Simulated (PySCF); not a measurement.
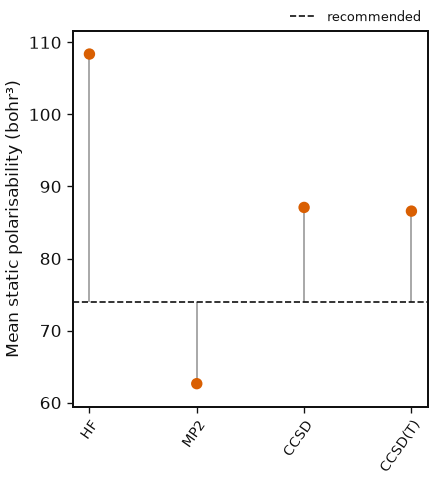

The mean static polarisability of neutral tantalum ([Xe] 4f¹⁴ 5d³ 6s²) across levels of theory. Finite fields; PySCF, aug-cc-pVDZ-PP with a 60-electron core potential, unrestricted single determinants, no spin-orbit coupling. 8 core electrons frozen.

### Summarise the spread and list the values.

The values run from 62.6 bohr³ (MP2) to 108.4 bohr³ (HF). The recommended value is 74 ± 20 bohr³; nearest to it come MP2 (−11.4) and CCSD(T) (+12.6), furthest HF (+34.4 bohr³).

| Method | Mean static polarisability (bohr³) |
| --- | --- |
| HF | 108.4 |
| MP2 | 62.6 |
| CCSD | 87.1 |
| CCSD(T) | 86.6 |
